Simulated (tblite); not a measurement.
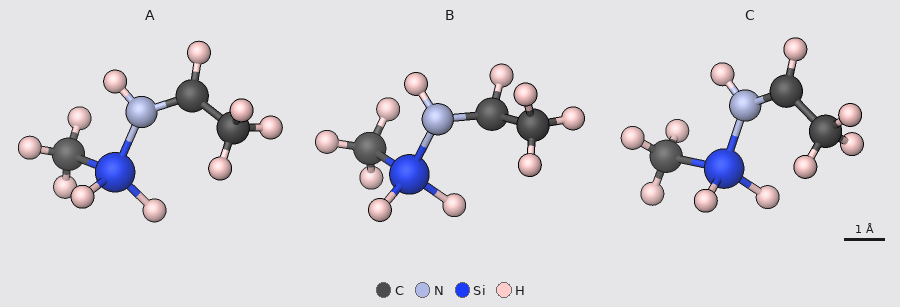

3 geometries from one relaxation of C₃H₁₀NSi (multiplicity 2), in shuffled order. Style: ball-and-stick. Shown at a tilt.

Computed with tblite 0.8.0, GFN2-xTB geometry optimisation, gas phase. 

Put them in the order of the run, from the start to the converged end.

B, A, C. They are steps 0, 28, 94, at +96.6 kJ/mol, +25.5 kJ/mol relative to the last. The energy falls by 96.6 kJ/mol in 94 geometry steps. The atom that moves furthest after the best rigid fit is an H atom (1.37 Å). By element the largest moves are H 1.37 Å, C 0.89 Å, N 0.74 Å, Si 0.46 Å. Near-neighbour distances that change, for instance: C–N 1.438 → 1.376 Å, N–Si 1.780 → 1.729 Å, C–H 1.128 → 1.086 Å, H–N 1.049 → 1.009 Å. Among the angles between lasting bonds that change: C–N–Si 107.0° → 129.0°, C–C–H 107.4° → 120.2°, C–C–N 114.2° → 120.3°. Groups turn about C–Si by about 25°. Cost: 0.52 s on 1 thread of Arm Neoverse V1 (shared host).
